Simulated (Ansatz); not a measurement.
# HNO₂: a spread of methods and bases

How do the results and run time of HNO₂ respond when the settings are drawn wide?

Program: Ansatz 0.2.0, Gaussian basis. Level of theory: the settings change from run to run. These are calculated values, not measurements.

**1. The geometry**

The structure was relaxed beforehand with PBE0-D4 in a triple-zeta def2 set.

SMILES `O=NO`, 4 atoms, charge 0, spin multiplicity 1.

Atoms are counted from 1 here; the program's logs count them from 0.

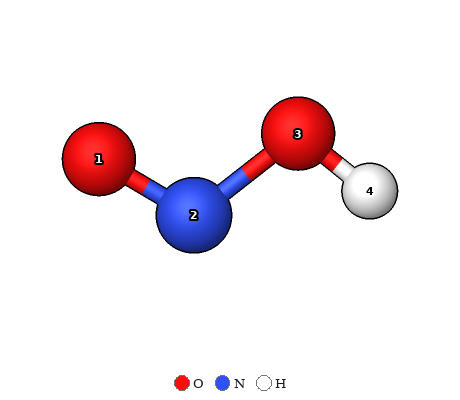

The geometry (oxygen red, nitrogen blue, hydrogen white); atoms are numbered from 1 in the order of the file.

**2. PBE0/def2-TZVPP**

Options: finite nuclei, D3(BJ) with three-body dispersion.

in.yaml reads:

```yaml
crystal:
  periodic: [false, false, false]
  atoms:
    - {symbol: O, position_ang: [0.413661, 0.047221, 1.437268]}
    - {symbol: N, position_ang: [0.320130, -0.419353, 0.377396]}
    - {symbol: O, position_ang: [-0.362618, 0.434595, -0.492642]}
    - {symbol: H, position_ang: [-0.371163, -0.062463, -1.322021]}
basis:
  gaussian: {orbitals: def2-TZVPP, nuclear_model: gaussian}
hamiltonian: {xc: {name: PBE0}, dispersion: d3bjatm}
```

On the command line:

```sh
> ansatz run in.yaml --threads 2 --pin off --events-out ev --progress --plain --max-ram 20480MiB --backend cpu
```

Output:

```text
Functional definition: PBE0
  name "PBE0"
  cite "Adamo & Barone, J. Chem. Phys. 110, 6158 (1999) doi:10.1063/1.478522"
  cite "Perdew, Burke & Ernzerhof, Phys. Rev. Lett. 77, 3865 (1996) doi:10.1103/PhysRevLett.77.3865"
  parent pbe
  parameter a = 0.25
  parameter kappa = 0.804
  parameter beta = 0.06672455060314922
  exchange = (1 - a)*pbe_x(kappa = kappa, mu = beta*pi^2/3) + a*exact_x
  correlation = pbe_c(beta = beta)
516 factors; their error is unknown
mean field evaluation 1: about -5591.1225 eV, gradient 4.5e1 eV
mean field evaluation 2: about -5586.1742 eV, gradient 7.1e1 eV
mean field evaluation 4: about -5594.0584 eV, gradient 1.8e0 eV
mean field evaluation 8: about -5594.0825 eV, gradient 3.8e-1 eV
mean field evaluation 16: about -5594.0826 eV, gradient 2.7e-5 eV
mean field -5594.08261452 eV, -205.5787442783 hartree, gradient 2.7e-5 eV, S^2 0.000000; 0 other end points of the search recorded, 0 dependent functions left out
reference -5594.08263103 eV, -205.5787448851 hartree; 12, 12 occupied and 95, 95 virtual orbitals, 516 factors
Total energy: -5594.11010302 eV, -205.5797544619 hartree
```

Run time: 0.5 s. Hardware: 2 threads of AMD EPYC 7R13, shared host.

**3. HSE06/def2-TZVP**

Options: atoms shaken by 0.08 Å.

in.yaml reads:

```yaml
crystal:
  periodic: [false, false, false]
  atoms:
    - {symbol: O, position_ang: [0.395738, 0.069580, 1.505935]}
    - {symbol: N, position_ang: [0.309617, -0.339163, 0.356018]}
    - {symbol: O, position_ang: [-0.363974, 0.594538, -0.533348]}
    - {symbol: H, position_ang: [-0.391901, -0.178648, -1.272288]}
basis:
  gaussian: {orbitals: def2-TZVP}
hamiltonian: {xc: {name: HSE06}}
```

Launched as before.

Output, cut to the lines that bear on the results:

```text
Functional definition: HSE06
  name "HSE06"
  cite "Heyd, Scuseria & Ernzerhof, J. Chem. Phys. 118, 8207 (2003) doi:10.1063/1.1564060"
  cite "Krukau, Vydrov, Izmaylov & Scuseria, J. Chem. Phys. 125, 224106 (2006) doi:10.1063/1.2404663"
  cite "Heyd & Scuseria, J. Chem. Phys. 120, 7274 (2004) doi:10.1063/1.1668634"
  cite "Ernzerhof & Perdew, J. Chem. Phys. 109, 3313 (1998) doi:10.1063/1.476928"
  cite "Perdew, Burke & Ernzerhof, Phys. Rev. Lett. 77, 3865 (1996) doi:10.1103/PhysRevLett.77.3865"
  parent pbe
[...]
  # The whole range is PBE's own exchange, as in plane waves. The composition of these papers is wPBEh.
[...]
501 factors; their error is unknown
41 factors; integrals over basis functions are off by at most 6.1e-7 eV
[...]
mean field -5593.22629292 eV, -205.5472750399 hartree, gradient 5.5e-5 eV, S^2 0.000000; 0 other end points of the search recorded, 0 dependent functions left out
reference -5593.22631510 eV, -205.5472758550 hartree; 12, 12 occupied and 87, 87 virtual orbitals, 501 factors
Total energy: -5593.22631510 eV, -205.5472758550 hartree
```

Wall time 0.5 s (2 threads of AMD EPYC 7R13, shared host).

**4. wB97M-V/cc-pVTZ-DK**

Set apart from the defaults: high accuracy.

in.yaml reads:

```yaml
crystal:
  periodic: [false, false, false]
  atoms:
    - {symbol: O, position_ang: [0.413661, 0.047221, 1.437268]}
    - {symbol: N, position_ang: [0.320130, -0.419353, 0.377396]}
    - {symbol: O, position_ang: [-0.362618, 0.434595, -0.492642]}
    - {symbol: H, position_ang: [-0.371163, -0.062463, -1.322021]}
basis:
  gaussian: {orbitals: cc-pVTZ-DK}
hamiltonian: {xc: {name: wB97M-V}}
accuracy: high
output: {forces: true}
```

Same command.

Output, cut to the lines that bear on the results:

```text
Functional definition: wB97M-V
  name "wB97M-V"
  cite "Mardirossian & Head-Gordon, J. Chem. Phys. 144, 214110 (2016) doi:10.1063/1.4952647"
  cite "Becke, J. Chem. Phys. 107, 8554 (1997) doi:10.1063/1.475007"
  cite "Vydrov & Van Voorhis, J. Chem. Phys. 133, 244103 (2010) doi:10.1063/1.3521275"
  # Of w^i u^j: cxij and so on, Table III.
[...]
  gx(w, u) = 1 - cx + cx01*u + cx10*w
  gss(w, u) = css00 + css04*u^4 + css10*w + css20*w^2 + css43*w^4*u^3
  gos(w, u) = cos00 + cos10*w + (cos20 + cos21*u)*w^2 + (cos60 + cos61*u)*w^6
[...]
      + integral(e_c_pw_mod_opposite_spin*gos(b97_w_opposite, b97_u_opposite)) + vv10(b, c)
1792 factors; integrals over basis functions are off by at most 3.1e-9 eV
212 factors; integrals over basis functions are off by at most 1.7e-9 eV
[...]
mean field -5601.81059723 eV, -205.8627424044 hartree, gradient 7.2e-8 eV, S^2 0.000000; 0 other end points of the search recorded, 0 dependent functions left out
[...]
reference -5601.81059976 eV, -205.8627424976 hartree; 12, 12 occupied and 92, 92 virtual orbitals, 1792 factors
Total energy: -5601.81059976 eV, -205.8627424976 hartree
Relativity: scalar
Atom 0 at     0.413661     0.047221     1.437268 Å, force    -0.028516     0.206637     0.239264 eV/Å
Atom 1 at     0.320130    -0.419353     0.377396 Å, force     0.138369    -0.401031    -0.191152 eV/Å
Atom 2 at    -0.362618     0.434595    -0.492642 Å, force    -0.122808     0.175965    -0.120447 eV/Å
Atom 3 at    -0.371163    -0.062463    -1.322021 Å, force     0.012955     0.018429     0.072335 eV/Å
Dipole moment:    -0.045961    -0.160168    -0.409427 e Å
```

It took 8 s on 2 threads of AMD EPYC 7R13, shared host; peak memory 0.42 GiB.

Largest force 0.465 eV/Å, dipole 2.12 D.

**5. BCCD(T)/cc-pVTZ**

Options: the search for lower states set to off.

Edit in.yaml of step 4 so:

```diff
@@ -8,5 +8,5 @@
 basis:
-  gaussian: {orbitals: cc-pVTZ-DK}
-hamiltonian: {xc: {name: wB97M-V}}
-accuracy: high
-output: {forces: true}
+  gaussian: {orbitals: cc-pVTZ}
+hamiltonian: {xc: {name: HF}}
+correlation: {method: bccd_t}
+scf: {lower_state_search: off}
```

Launched as before.

Output, cut to the lines that bear on the results:

```text
Functional definition: HF
  name "HF"
  cite "Fock, Z. Phys. 61, 126 (1930) doi:10.1007/BF01340294"
  parent pbe
[...]
637 factors; integrals over basis functions are off by at most 7.1e-4 eV
[...]
mean field -5570.82644166 eV, -204.7240956891 hartree, gradient 2.9e-6 eV, S^2 0.000000; 0 other end points of the search recorded, 0 dependent functions left out
3 core orbitals not correlated: weight in the atoms' cores, before any rotation towards them, 1.000 or more for the frozen orbitals, at most 0.000 for the correlated occupied ones
reference -5570.82644166 eV, -204.7240956891 hartree; 9, 9 occupied and 92, 92 virtual orbitals, 637 factors
second order -18.45343502 eV of doubles, -0.00000000 eV of singles
cycle   1  -17.69849893 eV  change    7.5e-1 eV  update   1.2e-1
[...]
cycle  13  -18.35608901 eV  change    5.8e-7 eV  update   2.8e-6
perturbative correction -0.94167119 eV, -0.0346057780 hartree
Total energy: -5590.12420186 eV, -205.4332752961 hartree
Checks for a lower state left out: stability, starts, cluster_reference, orbital_swaps, neighbouring_geometries, increment
```

Run time: 2.5 s. Hardware: 2 threads of AMD EPYC 7R13, shared host; peak memory 0.43 GiB.

**6. r2SCAN0/def2-mTZVPP**

Options: multiplicity 3.

Edit in.yaml of step 5 so:

```diff
@@ -8,5 +8,5 @@
 basis:
-  gaussian: {orbitals: cc-pVTZ}
-hamiltonian: {xc: {name: HF}}
-correlation: {method: bccd_t}
-scf: {lower_state_search: off}
+  gaussian: {orbitals: def2-mTZVPP}
+magnetization: {spin_polarized: true, initial_magnetization: 2}
+hamiltonian: {xc: {name: r2SCAN0}}
+output: {forces: true}
```

Same command.

Output, cut to the lines that bear on the results:

```text
Functional definition: r2SCAN0
  name "r2SCAN0"
  cite "Bursch, Neugebauer, Ehlert & Grimme, J. Chem. Phys. 156, 134105 (2022) doi:10.1063/5.0086040"
  cite "Furness, Kaplan, Ning, Perdew & Sun, J. Phys. Chem. Lett. 11, 8208 (2020) doi:10.1021/acs.jpclett.0c02405"
  cite "Furness, Kaplan, Ning, Perdew & Sun, J. Phys. Chem. Lett. 11, 9248 (2020) doi:10.1021/acs.jpclett.0c03077"
  parent r2scan
[...]
514 factors; their error is unknown
[...]
mean field -5593.67178793 eV, -205.5636466793 hartree, gradient 1.9e-5 eV, S^2 2.015814; 0 other end points of the search recorded, 0 dependent functions left out
[...]
reference -5593.67179180 eV, -205.5636468218 hartree; 13, 11 occupied and 64, 66 virtual orbitals, 514 factors
Total energy: -5593.67179180 eV, -205.5636468218 hartree
Atom 0 at     0.413661     0.047221     1.437268 Å, force     0.934157     1.084716     4.822416 eV/Å
Atom 1 at     0.320130    -0.419353     0.377396 Å, force    -0.528595    -1.058837    -3.446188 eV/Å
Atom 2 at    -0.362618     0.434595    -0.492642 Å, force    -0.349786    -0.245197    -1.546235 eV/Å
Atom 3 at    -0.371163    -0.062463    -1.322021 Å, force    -0.055776     0.219318     0.170007 eV/Å
Dipole moment:    -0.065251    -0.143161    -0.445483 e Å
```

It took 1.5 s on 2 threads of AMD EPYC 7R13, shared host.

Largest force 5.030 eV/Å, dipole 2.27 D, ⟨S²⟩ 2.016.

**7. SPW92/aug-cc-pVDZ**

This run has atoms shaken by 0.15 Å, relativity set to none, high accuracy.

in.yaml reads:

```yaml
crystal:
  periodic: [false, false, false]
  atoms:
    - {symbol: O, position_ang: [0.500994, -0.053847, 1.510492]}
    - {symbol: N, position_ang: [0.598774, -0.260628, 0.600498]}
    - {symbol: O, position_ang: [-0.487433, 0.433691, -0.388673]}
    - {symbol: H, position_ang: [-0.363019, -0.208344, -1.537933]}
basis:
  gaussian: {orbitals: aug-cc-pVDZ}
hamiltonian: {xc: {name: SPW92}, pseudopotentials: {relativity: none}}
accuracy: high
output: {forces: true}
```

Same command.

Output, cut to the lines that bear on the results:

```text
Functional definition: SPW92
  name "SPW92"
  cite "Dirac, Proc. Camb. Phil. Soc. 26, 376 (1930) doi:10.1017/S0305004100016108"
  cite "Slater, Phys. Rev. 81, 385 (1951) doi:10.1103/PhysRev.81.385"
  cite "Perdew & Wang, Phys. Rev. B 45, 13244 (1992) doi:10.1103/PhysRevB.45.13244"
[...]
1526 factors; integrals over basis functions are off by at most 3.0e-9 eV
[...]
mean field -5552.13189130 eV, -204.0370836350 hartree, gradient 1.4e-8 eV, S^2 0.000000; 0 other end points of the search recorded, 0 dependent functions left out
[...]
reference -5552.13189478 eV, -204.0370837630 hartree; 12, 12 occupied and 66, 66 virtual orbitals, 1526 factors
Total energy: -5552.13189478 eV, -204.0370837630 hartree
Atom 0 at     0.500994    -0.053847     1.510492 Å, force    -5.716873    11.483321    47.461852 eV/Å
Atom 1 at     0.598774    -0.260628     0.600498 Å, force     6.216504   -11.980403   -47.754797 eV/Å
Atom 2 at    -0.487433     0.433691    -0.388673 Å, force    -0.174704    -2.254565    -4.725333 eV/Å
Atom 3 at    -0.363019    -0.208344    -1.537933 Å, force    -0.324927     2.751647     5.018277 eV/Å
Dipole moment:     0.248622    -0.273648     0.107442 e Å
```

Wall time 1.2 s (2 threads of AMD EPYC 7R13, shared host).

Largest force 49.626 eV/Å, dipole 1.85 D.

**8. r2SCAN50/ANO-RCC-VTZP**

Set apart from the defaults: D4 dispersion.

in.yaml reads:

```yaml
crystal:
  periodic: [false, false, false]
  atoms:
    - {symbol: O, position_ang: [0.413661, 0.047221, 1.437268]}
    - {symbol: N, position_ang: [0.320130, -0.419353, 0.377396]}
    - {symbol: O, position_ang: [-0.362618, 0.434595, -0.492642]}
    - {symbol: H, position_ang: [-0.371163, -0.062463, -1.322021]}
basis:
  gaussian: {orbitals: ANO-RCC-VTZP}
hamiltonian: {xc: {name: r2SCAN50}, dispersion: d4}
output: {forces: true}
```

The command is unchanged.

Output, cut to the lines that bear on the results:

```text
Functional definition: r2SCAN50
  name "r2SCAN50"
  cite "Bursch, Neugebauer, Ehlert & Grimme, J. Chem. Phys. 156, 134105 (2022) doi:10.1063/5.0086040"
  cite "Furness, Kaplan, Ning, Perdew & Sun, J. Phys. Chem. Lett. 11, 8208 (2020) doi:10.1021/acs.jpclett.0c02405"
  cite "Furness, Kaplan, Ning, Perdew & Sun, J. Phys. Chem. Lett. 11, 9248 (2020) doi:10.1021/acs.jpclett.0c03077"
  parent r2scan
[...]
827 factors; their error is unknown
[...]
mean field -5598.87215981 eV, -205.7547568211 hartree, gradient 2.6e-5 eV, S^2 0.000000; 0 other end points of the search recorded, 0 dependent functions left out
[...]
reference -5598.87217145 eV, -205.7547572489 hartree; 12, 12 occupied and 92, 92 virtual orbitals, 827 factors
Total energy: -5598.88159616 eV, -205.7551036005 hartree
Relativity: scalar
Atom 0 at     0.413661     0.047221     1.437268 Å, force    -0.201404    -0.624520    -1.669445 eV/Å
Atom 1 at     0.320130    -0.419353     0.377396 Å, force    -0.370129     1.294909     0.869468 eV/Å
Atom 2 at    -0.362618     0.434595    -0.492642 Å, force     0.574792    -1.090047     0.134218 eV/Å
Atom 3 at    -0.371163    -0.062463    -1.322021 Å, force    -0.003259     0.419657     0.665759 eV/Å
Dipole moment:    -0.043213    -0.177826    -0.428846 e Å
```

It took 2 s on 2 threads of AMD EPYC 7R13, shared host.

Largest force 1.794 eV/Å, dipole 2.24 D.

**9. B3LYP/ANO-RCC-VTZP**

This run has atoms shaken by 0.03 Å, density fitting with def2-universal-jkfit, D4 dispersion.

in.yaml reads:

```yaml
crystal:
  periodic: [false, false, false]
  atoms:
    - {symbol: O, position_ang: [0.410462, 0.028238, 1.425428]}
    - {symbol: N, position_ang: [0.301930, -0.392527, 0.382804]}
    - {symbol: O, position_ang: [-0.368832, 0.399292, -0.495461]}
    - {symbol: H, position_ang: [-0.382811, -0.079458, -1.291998]}
basis:
  gaussian: {orbitals: ANO-RCC-VTZP, fitting: {mean_field: def2-universal-jkfit}}
hamiltonian: {xc: {name: B3LYP}, dispersion: d4}
output: {forces: true}
```

Launched as before.

Output, cut to the lines that bear on the results:

```text
Functional definition: B3LYP
  name "B3LYP"
  cite "Stephens, Devlin, Chabalowski & Frisch, J. Phys. Chem. 98, 11623 (1994) doi:10.1021/j100096a001"
  cite "Becke, Phys. Rev. A 38, 3098 (1988) doi:10.1103/PhysRevA.38.3098"
  cite "Lee, Yang & Parr, Phys. Rev. B 37, 785 (1988) doi:10.1103/PhysRevB.37.785"
  cite "Vosko, Wilk & Nusair, Can. J. Phys. 58, 1200 (1980) doi:10.1139/p80-159"
[...]
249 factors; integrals over basis functions are off by at most 4.4e-1 eV
[...]
mean field -5603.74253699 eV, -205.9337398812 hartree, gradient 3.2e-5 eV, S^2 0.000000; 0 other end points of the search recorded, 0 dependent functions left out
[...]
reference -5603.74278747 eV, -205.9337490863 hartree; 12, 12 occupied and 92, 92 virtual orbitals, 249 factors
Total energy: -5603.79514340 eV, -205.9356731310 hartree
Relativity: scalar
Atom 0 at     0.410462     0.028238     1.425428 Å, force     0.053116     2.126895     3.621187 eV/Å
Atom 1 at     0.301930    -0.392527     0.382804 Å, force     0.910853    -3.646416    -2.974495 eV/Å
Atom 2 at    -0.368832     0.399292    -0.495461 Å, force    -1.028210     2.714595     1.073049 eV/Å
Atom 3 at    -0.382811    -0.079458    -1.291998 Å, force     0.064240    -1.195074    -1.719741 eV/Å
Dipole moment:    -0.059272    -0.140797    -0.411718 e Å
```

Run time: 1 s. Hardware: 2 threads of AMD EPYC 7R13, shared host.

Largest force 4.793 eV/Å, dipole 2.11 D.

**10. r2SCANh/def2-SVPD**

This run has charge +1, multiplicity 2.

in.yaml reads:

```yaml
crystal:
  periodic: [false, false, false]
  atoms:
    - {symbol: O, position_ang: [0.413661, 0.047221, 1.437268]}
    - {symbol: N, position_ang: [0.320130, -0.419353, 0.377396]}
    - {symbol: O, position_ang: [-0.362618, 0.434595, -0.492642]}
    - {symbol: H, position_ang: [-0.371163, -0.062463, -1.322021]}
basis:
  gaussian: {orbitals: def2-SVPD}
total_charge: 1
magnetization: {spin_polarized: true, initial_magnetization: 1}
hamiltonian: {xc: {name: r2SCANh}}
```

Same command.

Output, cut to the lines that bear on the results:

```text
Functional definition: r2SCANh
  name "r2SCANh"
  cite "Bursch, Neugebauer, Ehlert & Grimme, J. Chem. Phys. 156, 134105 (2022) doi:10.1063/5.0086040"
  cite "Furness, Kaplan, Ning, Perdew & Sun, J. Phys. Chem. Lett. 11, 8208 (2020) doi:10.1021/acs.jpclett.0c02405"
  cite "Furness, Kaplan, Ning, Perdew & Sun, J. Phys. Chem. Lett. 11, 9248 (2020) doi:10.1021/acs.jpclett.0c03077"
  parent r2scan
[...]
609 factors; their error is unknown
[...]
mean field -5579.15936252 eV, -205.0303248827 hartree, gradient 8.9e-5 eV, S^2 0.759365; 0 other end points of the search recorded, 0 dependent functions left out
reference -5579.15938308 eV, -205.0303256381 hartree; 12, 11 occupied and 62, 63 virtual orbitals, 609 factors
Total energy: -5579.15938308 eV, -205.0303256381 hartree
```

Wall time 1.5 s (2 threads of AMD EPYC 7R13, shared host).

⟨S²⟩ 0.759.

**11. The runs in one table**

| level | charge | multiplicity | geometry | functions | energy (eV) | time |
| --- | --- | --- | --- | --- | --- | --- |
| PBE0/def2-TZVPP | 0 | 1 | relaxed | 107 | -5594.110 | 0.5 s |
| HSE06/def2-TZVP | 0 | 1 | shaken | 99 | -5593.226 | 0.5 s |
| wB97M-V/cc-pVTZ-DK | 0 | 1 | relaxed | 104 | -5601.811 | 8 s |
| BCCD(T)/cc-pVTZ | 0 | 1 | relaxed | 104 | -5590.124 | 2.5 s |
| r2SCAN0/def2-mTZVPP | 0 | 3 | relaxed | 77 | -5593.672 | 1.5 s |
| SPW92/aug-cc-pVDZ | 0 | 1 | shaken | 78 | -5552.132 | 1.2 s |
| r2SCAN50/ANO-RCC-VTZP | 0 | 1 | relaxed | 104 | -5598.882 | 2 s |
| B3LYP/ANO-RCC-VTZP | 0 | 1 | shaken | 104 | -5603.795 | 1 s |
| r2SCANh/def2-SVPD | 1 | 2 | relaxed | 74 | -5579.159 | 1.5 s |

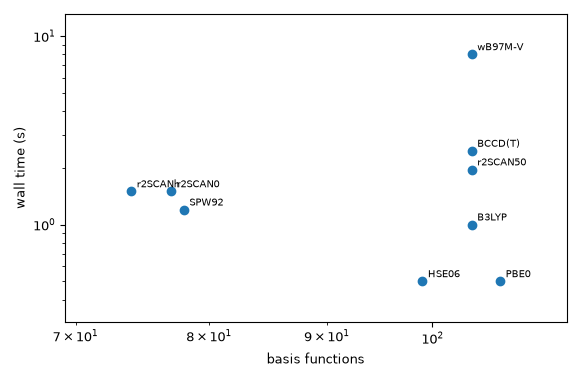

Wall time against the number of basis functions (shared host).

**12. Outcome**

| quantity | value |
| --- | --- |
| runs | 9 |
| quickest | PBE0/def2-TZVPP, 0.5 s |
| slowest | wB97M-V/cc-pVTZ-DK, 8 s |
| spread of total energies, same state and geometry | 11.7 eV |
| dipole, same state and geometry | 2.12 to 2.24 D |

**Reading.** Run time spans a factor of 16, from PBE0/def2-TZVPP to wB97M-V/cc-pVTZ-DK. The jobs differ in tasks and options as well as level. The totals spread over 12 eV; they can't be compared across methods or bases. At the PBE0-D4/def2-TZVP geometry and in the same state, runs without warnings or point charges leave forces up to 1.79 eV/Å (r2SCAN50/ANO-RCC-VTZP), against 49.6 eV/Å where the atoms were moved.
